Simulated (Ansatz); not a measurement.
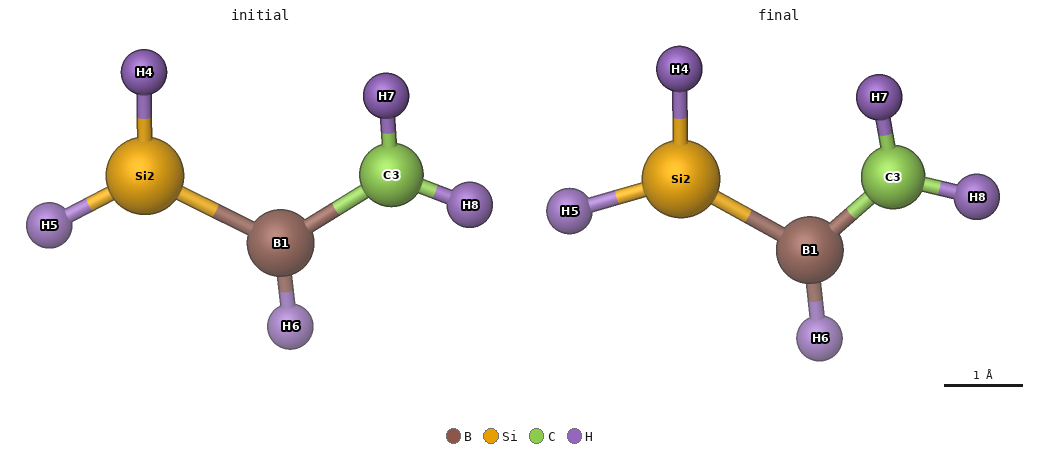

The structure of CH$_{5}$BSi before (left) and after (right) a relaxation, at one scale.

Style: ball-and-stick. Shown at a tilt.

It is one of the separated reactants of a reaction.

Method: RKS PBE-D4/def2-SVP in Ansatz 0.2.0.

Input
```yaml
crystal:
  periodic: [false, false, false]
  atoms:
    - {symbol: B, position_ang: [0.381855, 0.352651, 0.441581]}
    - {symbol: Si, position_ang: [-0.747425, 1.094522, -0.987031]}
    - {symbol: C, position_ang: [0.455226, -1.355234, 0.648704]}
    - {symbol: H, position_ang: [-1.465414, 0.177527, -1.799443]}
    - {symbol: H, position_ang: [-0.874352, 2.486372, -1.238112]}
    - {symbol: H, position_ang: [1.004735, 1.003755, 1.156132]}
    - {symbol: H, position_ang: [-0.115459, -2.009944, -0.002447]}
    - {symbol: H, position_ang: [1.045776, -1.862448, 1.404179]}
basis:
  gaussian: {orbitals: def2-SVP}
hamiltonian: {xc: pbe, dispersion: d4}
relax: {f_tol: 0.03, max_steps: 250}
```

Command:
```bash
ansatz run in.yaml --threads 2 --pin off --events-out ev --progress --plain --max-ram 4352MiB
```

Q: Describe what moved and what it gained.

A: After 6 accepted moves (7 points after the start) the energy has fallen by 1.035 eV. Largest force component: 5 eV/Å at the start, 0.0088 eV/Å at the end. The line search rejected the trial step at point 4 of the run. H7 moves most after the best rigid fit: 0.33 Å. Largest moves by element: H 0.33 Å, C 0.23 Å, Si 0.22 Å, B 0.16 Å. Some distances before and after: B1–C3 1.722 → 1.484 Å, Si2–H4 1.420 → 1.509 Å, B1–H6 1.150 → 1.214 Å, B1–Si2 1.966 → 1.914 Å. Bond angles that change, for instance: Si2–B1–C3 119.1° → 106.7°, H4–Si2–H5 119.1° → 107.1°, C3–B1–H6 117.6° → 127.6°. The run took 9.5 s on 2 threads of Arm Neoverse V1, on a shared host.
